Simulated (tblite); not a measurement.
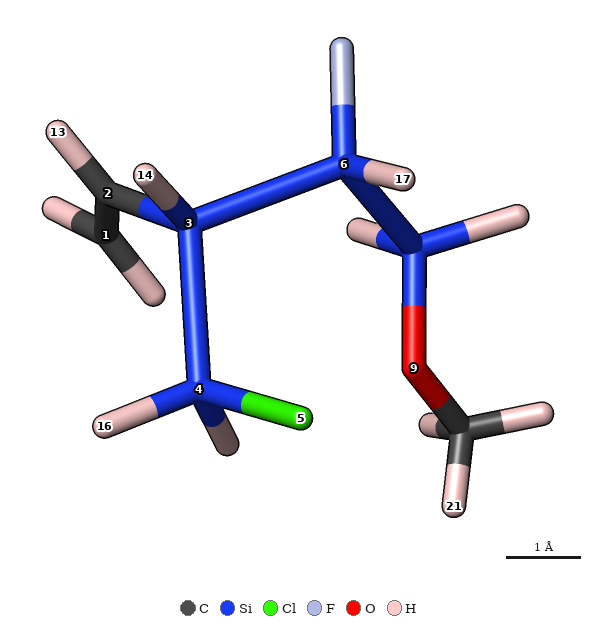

**Figure 1.** The input geometry (stick view, seen at a tilt; atoms are numbered from 1 in the order of the input).

# Geometry relaxation of C3H12ClFOSi4 (part 1 of 2)

C3H12ClFOSi4, computed with GFN2-xTB geometry optimisation, gas phase (tblite 0.8.0).

The program's output
```
step      E/eV     max force
  0    -894.95789    1.366
  1    -895.04220    0.679
  2    -895.08946    0.637
  3    -895.11884    0.605
  4    -895.15210    0.398
  5    -895.18449    0.475
  6    -895.21397    0.450
  7    -895.25014    0.460
  8    -895.27340    0.301
  9    -895.28711    0.206
 10    -895.29456    0.217
 11    -895.30181    0.227
 12    -895.31024    0.256
 13    -895.31835    0.223
 14    -895.32532    0.178
 15    -895.33159    0.176
 16    -895.33690    0.156
 17    -895.34076    0.119
 18    -895.34387    0.155
 19    -895.34711    0.163
 20    -895.35112    0.161
 21    -895.35546    0.174
 22    -895.35877    0.145
 23    -895.36103    0.125
 24    -895.36327    0.128
 25    -895.36589    0.123
 26    -895.36858    0.110
 27    -895.37082    0.094
 28    -895.37257    0.087
 29    -895.37436    0.098
 30    -895.37665    0.117
 31    -895.37895    0.108
 32    -895.38063    0.087
 33    -895.38183    0.090
 34    -895.38288    0.097
 35    -895.38409    0.089
 36    -895.38548    0.090
 37    -895.38671    0.100
 38    -895.38768    0.083
 39    -895.38849    0.070
 40    -895.38924    0.063
 41    -895.38997    0.068
 42    -895.39065    0.060
 43    -895.39132    0.057
 44    -895.39208    0.066
 45    -895.39296    0.060
 46    -895.39375    0.061
 47    -895.39437    0.053
 48    -895.39494    0.055
 49    -895.39556    0.065
 50    -895.39621    0.069
 51    -895.39674    0.068
 52    -895.39709    0.044
 53    -895.39741    0.045
 54    -895.39784    0.051
 55    -895.39841    0.076
 56    -895.39898    0.081
 57    -895.39943    0.061
 58    -895.39977    0.040
 59    -895.39977    0.040
 60    -895.39992    0.030
 61    -895.40025    0.033
 62    -895.40035    0.029
 63    -895.40054    0.028
 64    -895.40065    0.029
 65    -895.40078    0.033
 66    -895.40093    0.034
 67    -895.40108    0.030
 68    -895.40120    0.029
 69    -895.40132    0.028
 70    -895.40148    0.035
 71    -895.40172    0.036
 72    -895.40202    0.040
 73    -895.40232    0.045
 74    -895.40261    0.047
 75    -895.40289    0.038
 76    -895.40315    0.038
 77    -895.40336    0.031
 78    -895.40354    0.041
 79    -895.40376    0.047
 80    -895.40408    0.053
 81    -895.40452    0.053
 82    -895.40495    0.044
 83    -895.40528    0.045
 84    -895.40554    0.036
 85    -895.40582    0.041
 86    -895.40616    0.048
 87    -895.40650    0.043
 88    -895.40682    0.040
 89    -895.40716    0.046
 90    -895.40756    0.049
 91    -895.40797    0.049
 92    -895.40829    0.032
 93    -895.40851    0.034
 94    -895.40871    0.036
 95    -895.40899    0.052
 96    -895.40934    0.063
 97    -895.40971    0.048
 98    -895.41006    0.044
 99    -895.41042    0.040
100    -895.41085    0.056
101    -895.41134    0.061
102    -895.41182    0.053
103    -895.41229    0.056
104    -895.41281    0.056
105    -895.41345    0.083
106    -895.41418    0.082
107    -895.41485    0.051
108    -895.41545    0.047
109    -895.41604    0.066
110    -895.41668    0.080
111    -895.41730    0.067
112    -895.41782    0.043
113    -895.41827    0.049
114    -895.41871    0.055
115    -895.41910    0.054
116    -895.41940    0.057
117    -895.41965    0.039
118    -895.41993    0.046
119    -895.42019    0.040
120    -895.42045    0.039
121    -895.42066    0.033
122    -895.42084    0.029
123    -895.42100    0.026
124    -895.42113    0.023
125    -895.42122    0.021
126    -895.42128    0.015
127    -895.42133    0.016
128    -895.42138    0.020
129    -895.42144    0.020
130    -895.42150    0.016
131    -895.42155    0.019
132    -895.42161    0.021
133    -895.42168    0.018
134    -895.42175    0.021
135    -895.42181    0.018
136    -895.42185    0.013
137    -895.42190    0.015
138    -895.42196    0.022
139    -895.42204    0.029
140    -895.42213    0.027
141    -895.42222    0.026
142    -895.42233    0.025
143    -895.42246    0.037
144    -895.42261    0.039
145    -895.42275    0.028
146    -895.42286    0.021
147    -895.42295    0.021
148    -895.42305    0.026
149    -895.42316    0.023
150    -895.42327    0.024
151    -895.42335    0.018
152    -895.42340    0.015
153    -895.42344    0.013
154    -895.42347    0.014
155    -895.42351    0.016
156    -895.42355    0.015
157    -895.42357    0.013
158    -895.42359    0.011
159    -895.42361    0.013
160    -895.42365    0.019
161    -895.42369    0.019
162    -895.42372    0.012
163    -895.42375    0.011
164    -895.42377    0.013
165    -895.42379    0.016
166    -895.42381    0.012
167    -895.42382    0.007
168    -895.42384    0.007
169    -895.42385    0.012
170    -895.42388    0.015
171    -895.42390    0.014
172    -895.42393    0.009
173    -895.42395    0.008
174    -895.42396    0.009
175    -895.42398    0.012
176    -895.42400    0.011
177    -895.42402    0.008
178    -895.42403    0.011
179    -895.42406    0.014
180    -895.42409    0.022
181    -895.42413    0.022
182    -895.42416    0.014
183    -895.42418    0.012
184    -895.42420    0.010
185    -895.42422    0.015
186    -895.42425    0.015
187    -895.42429    0.014
188    -895.42432    0.015
189    -895.42435    0.015
190    -895.42438    0.016
191    -895.42440    0.011
192    -895.42441    0.009
193    -895.42443    0.012
194    -895.42446    0.020
195    -895.42450    0.021
196    -895.42454    0.012
197    -895.42457    0.011
198    -895.42460    0.014
199    -895.42464    0.023
200    -895.42470    0.025
201    -895.42475    0.014
202    -895.42479    0.015
203    -895.42483    0.018
204    -895.42487    0.029
205    -895.42493    0.026
206    -895.42500    0.013
207    -895.42503    0.012
208    -895.42508    0.014
209    -895.42511    0.015
210    -895.42515    0.017
211    -895.42518    0.014
212    -895.42521    0.010
213    -895.42524    0.013
214    -895.42527    0.012
215    -895.42530    0.014
216    -895.42533    0.015
217    -895.42537    0.017
218    -895.42542    0.019
219    -895.42549    0.020
220    -895.42555    0.022
221    -895.42559    0.022
222    -895.42564    0.017
223    -895.42568    0.012
224    -895.42570    0.008
225    -895.42571    0.008
226    -895.42572    0.008
227    -895.42574    0.008
228    -895.42576    0.008
229    -895.42579    0.014
230    -895.42582    0.015
231    -895.42584    0.011
232    -895.42586    0.009
233    -895.42589    0.008
234    -895.42591    0.010
235    -895.42592    0.009
236    -895.42593    0.009
237    -895.42595    0.009
238    -895.42597    0.009
239    -895.42599    0.012
240    -895.42601    0.010
241    -895.42603    0.009
242    -895.42605    0.009
243    -895.42608    0.014
244    -895.42610    0.015
245    -895.42612    0.011
246    -895.42615    0.011
247    -895.42617    0.010
248    -895.42619    0.012
249    -895.42622    0.012
250    -895.42623    0.010
251    -895.42625    0.011
252    -895.42626    0.007
253    -895.42629    0.009
254    -895.42630    0.010
255    -895.42633    0.012
256    -895.42636    0.012
257    -895.42640    0.015
258    -895.42643    0.015
259    -895.42645    0.010
260    -895.42646    0.006
261    -895.42647    0.007
262    -895.42648    0.008
263    -895.42649    0.006
264    -895.42649    0.007
265    -895.42650    0.005
266    -895.42650    0.005
267    -895.42650    0.005
268    -895.42650    0.005
269    -895.42651    0.004
270    -895.42651    0.005
271    -895.42651    0.004
```

Trajectory as extended XYZ (Å, eV, eV/Å), 10 of the 12 frames kept, from step=0 to step=271
```
22
Properties=species:S:1:pos:R:3:forces:R:3 step=0 energy=-894.95789
C    -2.5827    1.2095    0.4000   -0.8920  -0.3730   0.1030
C    -2.7918   -0.0547    0.0199   -0.5110   0.8030   0.4330
Si   -1.5626   -1.2086   -0.7310    0.2150  -0.9380  -0.7200
Si   -0.3790   -0.2522   -2.4555    0.1740   0.4100  -0.1200
Cl    1.0854   -1.5164   -3.1273   -0.2650   0.2760   0.1180
Si   -0.0697   -2.0219    0.7906    1.1120   0.4960  -0.6190
F    -0.8426   -2.6870    2.0272   -0.0160  -0.2520   0.4150
Si    1.2438   -0.2559    1.5153    0.0130  -0.1350  -0.0490
O     2.0044    0.4641    0.2212   -0.0150   0.0480   1.0450
C     2.9550    1.4784    0.4884    0.0800  -0.1410  -0.5040
H    -1.6491    1.7335    0.2823   -0.0100  -0.1240  -0.0690
H    -3.4076    1.7779    0.8503    0.5410  -0.1430  -0.1680
H    -3.7702   -0.5064    0.1946    0.1350   0.3430   0.0350
H    -2.3559   -2.3495   -1.2811   -0.0740   0.1950   0.0350
H     0.2618    1.0258   -2.0400   -0.1170  -0.3880  -0.2920
H    -1.2695    0.0284   -3.5928    0.2370   0.0460  -0.0220
H     0.7774   -3.0773    0.1710   -0.3420   0.0210   0.3760
H     2.2767   -0.7178    2.4713   -0.0670   0.2560  -0.0320
H     0.4106    0.7773    2.1901    0.2940  -0.0970  -0.0310
H     3.8090    1.0866    1.0663   -0.4080   0.1300  -0.0880
H     3.3409    1.8469   -0.4705   -0.1120  -0.1630   0.0840
H     2.5052    2.3318    1.0087    0.0300  -0.2690   0.0690
22
Properties=species:S:1:pos:R:3:forces:R:3 step=24 energy=-895.36327
C    -2.5767    1.1474    0.3688    0.0040  -0.0290  -0.0180
C    -2.8359   -0.0983   -0.0001    0.0320   0.0210  -0.0330
Si   -1.5727   -1.2452   -0.8159   -0.0320  -0.0850  -0.0210
Si   -0.4735   -0.1603   -2.5561    0.0170   0.0710  -0.0100
Cl    1.0027   -1.4414   -3.1322    0.0360   0.0220  -0.0290
Si    0.0412   -1.9074    0.7630   -0.0600  -0.0890  -0.0690
F    -0.6991   -2.5890    2.0480   -0.0460  -0.0060   0.0020
Si    1.3025   -0.2778    1.7493   -0.0370  -0.0300  -0.0130
O     1.9909    0.3675    0.4221    0.0210   0.0310   0.0700
C     2.9067    1.4182    0.4408   -0.0120   0.0060   0.0190
H    -1.6119    1.5963    0.1844   -0.0370   0.0120   0.0220
H    -3.3035    1.7774    0.8586    0.0130   0.0080   0.0050
H    -3.8171   -0.5092    0.2025    0.0010   0.0610   0.0360
H    -2.4380   -2.3306   -1.3542    0.0980   0.0210   0.0270
H     0.2065    1.0815   -2.1694   -0.0030  -0.0340  -0.0080
H    -1.1775    0.1788   -3.7960   -0.0370  -0.0260   0.0250
H     0.7580   -3.0890    0.2668    0.0240  -0.0050   0.0070
H     2.3347   -0.6395    2.7328    0.0480  -0.0190   0.0300
H     0.4962    0.7375    2.4482    0.0130   0.0890   0.0490
H     3.8074    1.1350    0.9923   -0.0240  -0.0060  -0.0540
H     3.1756    1.6669   -0.5866   -0.0320  -0.0140   0.0360
H     2.4729    2.2936    0.9320    0.0140   0.0000  -0.0720
22
Properties=species:S:1:pos:R:3:forces:R:3 step=49 energy=-895.39556
C    -2.5207    1.1489    0.3441    0.0080  -0.0030  -0.0040
C    -2.7735   -0.0960   -0.0323    0.0180   0.0050   0.0140
Si   -1.4921   -1.2397   -0.8314   -0.0220  -0.0220   0.0250
Si   -0.4536   -0.1138   -2.5826    0.0120   0.0080   0.0000
Cl    1.0674   -1.2860   -3.2662   -0.0250   0.0330   0.0130
Si    0.0280   -1.9024    0.8286    0.0300  -0.0120   0.0020
F    -0.8228   -2.6018    2.0333   -0.0030   0.0020   0.0130
Si    1.2750   -0.2877    1.8757   -0.0180  -0.0280  -0.0110
O     1.9009    0.3427    0.5122   -0.0320  -0.0400  -0.0400
C     2.8259    1.3734    0.3902   -0.0060   0.0050   0.0250
H    -1.5596    1.6067    0.1660   -0.0090   0.0110   0.0030
H    -3.2504    1.7728    0.8386    0.0100  -0.0070  -0.0090
H    -3.7535   -0.5050    0.1809    0.0130   0.0170  -0.0120
H    -2.3180   -2.3603   -1.3473    0.0340   0.0130  -0.0230
H     0.1801    1.1611   -2.2281   -0.0230  -0.0350  -0.0080
H    -1.2796    0.1724   -3.7597    0.0230   0.0030   0.0100
H     0.8098   -3.0685    0.3851   -0.0310   0.0040   0.0130
H     2.3431   -0.7110    2.8010    0.0090   0.0260  -0.0120
H     0.5638    0.7616    2.6304   -0.0030  -0.0100   0.0080
H     3.7535    1.1224    0.9071    0.0380  -0.0140   0.0000
H     3.0335    1.5277   -0.6687   -0.0040  -0.0010  -0.0040
H     2.4327    2.2953    0.8223   -0.0180   0.0470  -0.0030
```
